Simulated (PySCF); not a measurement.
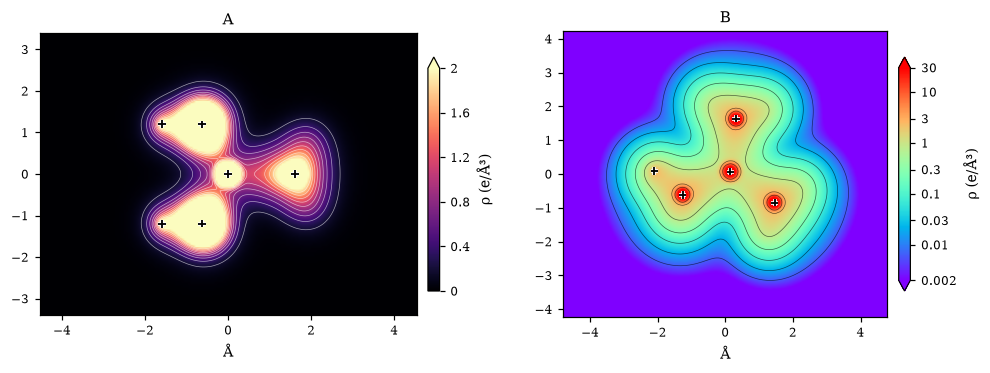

The total electron density of 2 systems, each on a plane through atoms (crosses mark nuclei in the plane).

The calculation used CAM-B3LYP/def2-SVPD, SCF density, gas phase (PySCF 2.14.0).

System 1: CH4B2F2O2, the plane of atoms O3, B2 and C4. Geometry: GFN2-xTB.

```xyz
11

O    -1.2565   -0.0324   -1.3636
B    -0.8374   -0.0359   -0.0804
O    -1.5005    0.5484    0.9400
C     0.5471   -0.7811    0.2546
B     1.7362    0.2265    0.1203
F     2.1639    0.9862    1.1133
F     2.3874    0.4383   -1.0094
H    -2.0744    0.4207   -1.5731
H    -2.3204    1.0051    0.7462
H     0.4909   -1.1673    1.2691
H     0.6692   -1.6057   -0.4428
```

System 2: C3H8B2F2 (SMILES CB(C)CB(F)F), the plane of atoms C1, B2 and C4. Geometry: GFN2-xTB.

```xyz
15

C    -0.8244    1.5420    0.4308
B    -0.4533    0.0864   -0.0391
C    -1.2356   -1.1790    0.4722
C     0.7590   -0.1120   -1.0571
B     2.0539   -0.3890   -0.2226
F     2.8453    0.5697    0.2280
F     2.4375   -1.5985    0.1480
H    -0.9936    2.2120   -0.4105
H     0.0144    1.9703    0.9798
H    -1.6983    1.5927    1.0753
H    -0.6412   -2.0892    0.4465
H    -1.6360   -1.0599    1.4765
H    -2.0954   -1.3514   -0.1766
H     0.5614   -0.9636   -1.7057
H     0.9020    0.7775   -1.6675
```

**Match each panel to its system.**

Panel A is system 1, CH4B2F2O2: the plane holds O, B, C and H. B–O (1.35 Å): ρ at the midpoint is about 2.2 e/Å³. Panel B is system 2, C3H8B2F2: the plane holds C, B and H. C–B (1.57 Å): the density is about 1.4 e/Å³ at the midpoint.
